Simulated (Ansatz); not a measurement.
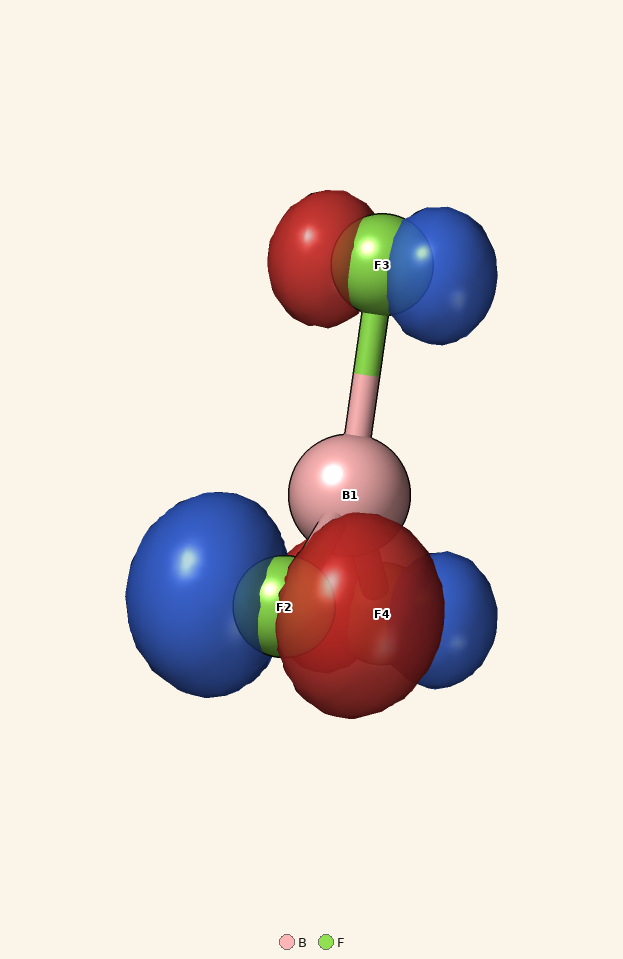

Figure 1: BF$_{3}$. The HOMO−1 at ±0.3 Å⁻³ᐟ² (red and blue are the two phases), seen at an oblique angle.

Computed with RKS PBE-D4/def2-SVP in Ansatz 0.2.0.

Describe this orbital and give its energy.

Answer. Its weight (Hirshfeld) is mainly on F2 (about 65 %), F3 (about 15 %) and F4 (about 15 %); it changes sign across the molecular plane (π type). It is one of a degenerate set, so its orientation is arbitrary. Its energy is −10.58 eV.
